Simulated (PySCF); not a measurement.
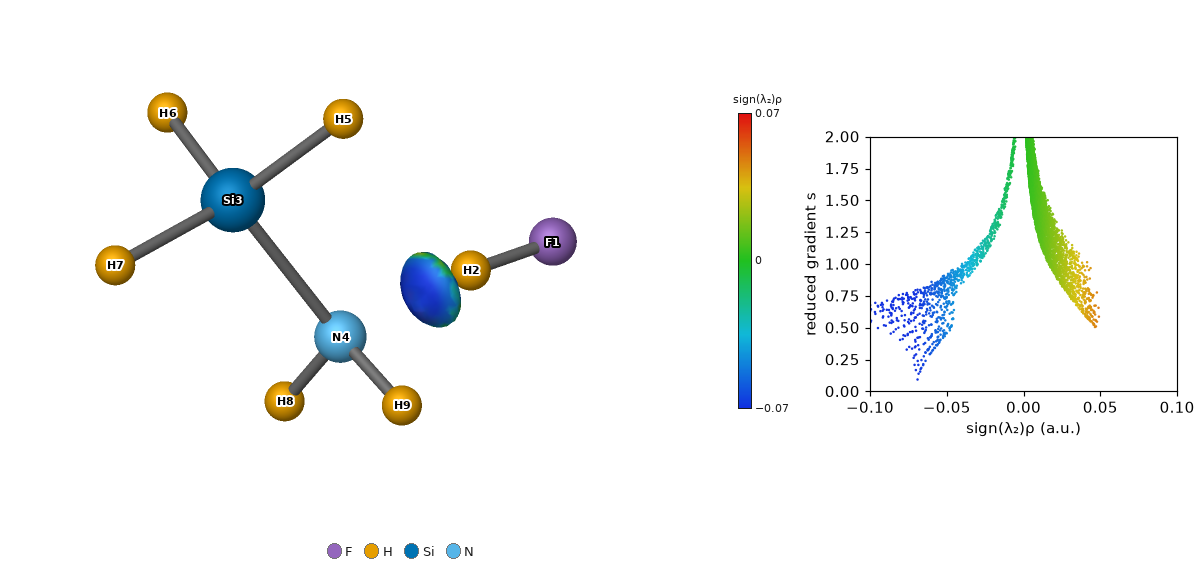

*FH$_{6}$NSi, SMILES `F.[SiH3]N`. Non-covalent interaction surfaces between the fragments (reduced density gradient s = 0.5, coloured by sign(λ₂)ρ in a.u.; trimmed to the region between the fragments where ρ is under 0.1 a.u.). Fragment A: HF (atoms 1–2); fragment B: SiH5N. The plot gives s against sign(λ₂)ρ for grid points between the fragments.*

Level of theory: BP86/cc-pVTZ (PySCF), at a geometry from GFN2-xTB.

Question: Interpret the surfaces between the fragments.

Answer: Bond critical points between the fragments: H2···N4, hydrogen bond, 1.60 Å, ρ = 0.070 a.u. It appears blue (attractive, sign(λ₂)ρ well below zero). The pose is a local one from a semi-empirical search, not shown to be the most stable.

Question: How strongly are they bound?

Answer: The counterpoise-corrected interaction energy of the frozen fragments is −10.6 kcal/mol without dispersion correction and −11.9 kcal/mol with D3(BJ). The pair geometry is semi-empirical, not a minimum at this level.

The PySCF run took 51 s on 1 thread of Arm Neoverse V1, on a shared host, peak memory 0.6 GiB.
